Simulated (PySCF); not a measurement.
# [Sm(H2O)3]3+: other functionals and bases at one geometry

How far do other levels of theory move the description of [Sm(H2O)3]3+, and what does each cost? It is a constructed species; whether it can be made isn't addressed.

Computed with PySCF 2.14.0. Level: several levels, as the steps say, no spin–orbit coupling.

1 further run of the same task is left out (for a known fault of the program).

**1. Where the work starts**

10 atoms, charge 3, spin multiplicity 1.

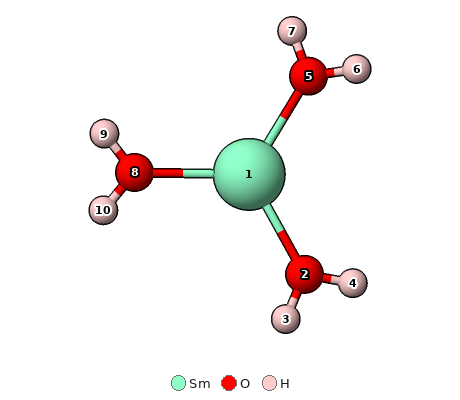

The structure; samarium green, oxygen red, hydrogen pink; atoms are numbered from 1 in the order of the file.

Geometry (Å):

```xyz
10
charge 3, multiplicity 1
Sm    0.0000    0.0000    0.0000
O     2.3065    0.0000    0.0000
H     2.9229   -0.7636    0.1104
H     2.9229    0.7636   -0.1104
O    -1.1532    1.9975    0.0000
H    -0.8002    2.9131    0.1104
H    -2.1227    2.1495   -0.1104
O    -1.1533   -1.9974    0.0000
H    -2.1227   -2.1495    0.1104
H    -0.8002   -2.9131   -0.1104
```

Formal oxidation states: Sm +3. Each metal's 5 4f electrons lie in its core potential, so multiplicities, spins and levels count the valence alone. An earlier session relaxed this geometry at PBE0, Sm lcecp-1-SVP with ECP51, O def2-SVP, H def2-SVP (singlet, point group D3).

At PBE0 on the finer grid: E = -262.513739 Eh, HOMO -25.05 eV, LUMO -16.82 eV, Mulliken charge on Sm1 +2.00 e, largest force component 0.007 eV/Å. 

Levels to run: HF; r2SCAN; PBE0, TZVP. Hardware: 2 threads of Arm Neoverse V2, shared host.

**2. HF**

Contents of run.py (the lines that set the calculation):

```python
mol = gto.M(atom='''
Sm     0.00000     0.00000     0.00000
O      2.30647    -0.00001     0.00000
H      2.92288    -0.76359     0.11041
H      2.92289     0.76356    -0.11041
O     -1.15322     1.99747     0.00000
H     -0.80015     2.91309     0.11041
H     -2.12271     2.14952    -0.11041
O     -1.15325    -1.99745     0.00000
H     -2.12273    -2.14950     0.11041
H     -0.80019    -2.91308    -0.11041''',
    basis={'Sm': 'lcecp-1-SVP', 'O': 'def2-SVP', 'H': 'def2-SVP'},
    ecp={'Sm': 'lcecp-1-SVP'},
    charge=3, spin=0)
mf = scf.RHF(mol)
mf = mf.density_fit()  # fitting sets: Sm AutoAux, O def2-universal-JKFIT, H def2-universal-JKFIT
mf.conv_tol = 1e-08; mf.max_cycle = 55
mf.kernel(dm0)  # dm0: the density of the relaxed state
```

Started as:

```console
$ OMP_NUM_THREADS=2 python run.py
```

**3. r2SCAN**

run.py (the lines that set the calculation): that of step 2 with these lines changed.

```diff
@@ -14,3 +14,4 @@
     charge=3, spin=0)
-mf = scf.RHF(mol)
+mf = dft.RKS(mol, xc='R2SCAN')
+mf.grids.atom_grid = (75, 302)  # f atoms: unpruned, at least (60, 302)
 mf = mf.density_fit()  # fitting sets: Sm AutoAux, O def2-universal-JKFIT, H def2-universal-JKFIT
```

**4. PBE0, TZVP**

Basis: Sm lcecp-1-TZVP with ECP51, O def2-TZVP, H def2-TZVP. 

run.py (the lines that set the calculation): that of step 3 with these lines changed.

```diff
@@ -11,6 +11,6 @@
 H     -0.80019    -2.91308    -0.11041''',
-    basis={'Sm': 'lcecp-1-SVP', 'O': 'def2-SVP', 'H': 'def2-SVP'},
-    ecp={'Sm': 'lcecp-1-SVP'},
+    basis={'Sm': 'lcecp-1-TZVP', 'O': 'def2-TZVP', 'H': 'def2-TZVP'},
+    ecp={'Sm': 'lcecp-1-TZVP'},
     charge=3, spin=0)
-mf = dft.RKS(mol, xc='R2SCAN')
+mf = dft.RKS(mol, xc='PBE0')
 mf.grids.atom_grid = (75, 302)  # f atoms: unpruned, at least (60, 302)
@@ -18,2 +18,2 @@
 mf.conv_tol = 1e-08; mf.max_cycle = 55
-mf.kernel(dm0)  # dm0: the density of the relaxed state
+mf.kernel(dm0)  # dm0: free metal ions and neutral atoms
```

What does the calculation give? Wanted: for each run, HOMO; gap; charge on Sm1; dipole; largest force.

**Answer**, as computed:

| level | state | HOMO (eV) | gap (eV) | charge on Sm1 (e) | dipole (D) | largest force (eV/Å) | basis functions | time |
| --- | --- | --- | --- | --- | --- | --- | --- | --- |
| PBE0 (relaxed here) | singlet | -25.05 | 8.24 | 2.00 | 0.00 | 0.01 | 105 | 14 s |
| HF | singlet | -29.81 | 16.20 | 2.30 | 0.00 | 1.53 | 105 | 2.2 s |
| r2SCAN | singlet | -23.63 | 6.49 | 1.99 | 0.00 | 0.11 | 105 | 7.3 s |
| PBE0, TZVP | singlet | -25.07 | 8.32 | 2.22 | 0.00 | 0.32 | 176 | 17 s |

Times are on 2 threads of Arm Neoverse V2, shared host; the first row also made further properties. The dipole of a charged species depends on the origin, so these sizes hold for this origin alone.

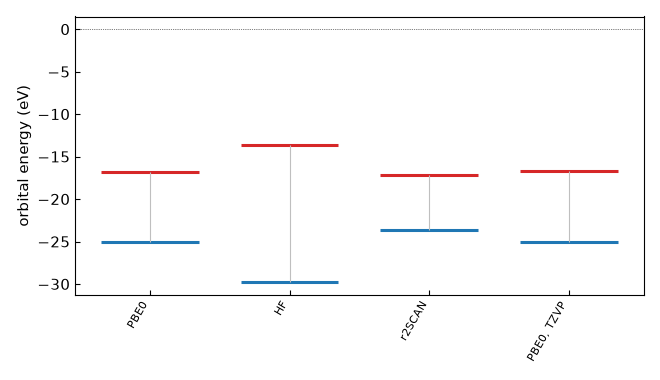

Highest filled and lowest empty level, method by method.

In one basis the HOMO–LUMO gap runs from 6.49 eV (r2SCAN) to 16.20 eV (HF). The largest leftover force, 1.53 eV/Å with HF, stands at a geometry relaxed at another level. The Mulliken charge on Sm spans +1.99 to +2.30 e over the levels. With 4f in the core, its levels are missing from HOMO and gap. Total energies of different levels can't be compared. Spin–orbit coupling is left out throughout.
